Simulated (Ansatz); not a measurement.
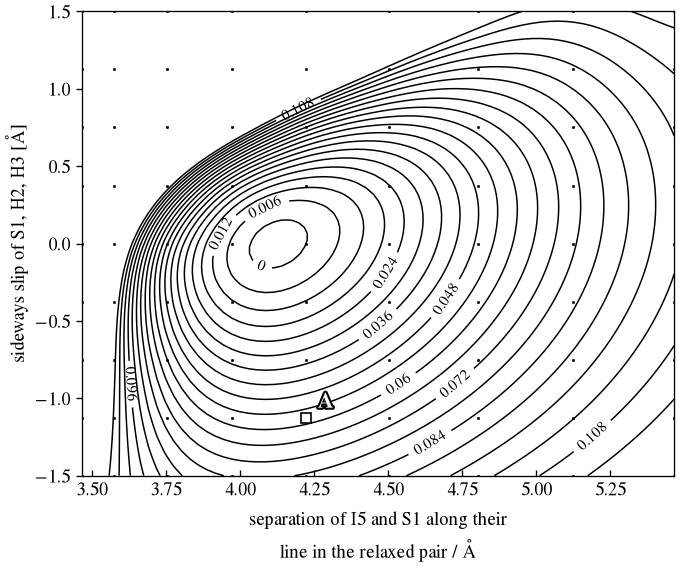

The pair H₂S···CH₃I. Coordinates scanned: (1) separation of I5 and S1 along their line in the relaxed pair; (2) sideways slip of S1, H2, H3. Nothing is relaxed (both partners rigid). The scan uses a 9 × 9 grid. Points are written as (first, second). Energies are in eV, from the lowest grid point. Theory: RKS PBE-D4/def2-SVPD (Ansatz 0.2.0).

Drawn: contour lines labelled in eV (none above 0.114), dots at the grid points, the point A. Between grid points the surface is interpolated.

Which way does the force act at A, and how strong is it?

Answer. A, at (4.223 Å, −1.125 Å), is not a stationary point. The computed force is 0.027 eV for each Å towards smaller values of the first coordinate and 0.06 eV for each Å towards larger values of sideways slip of S1, H2, H3.
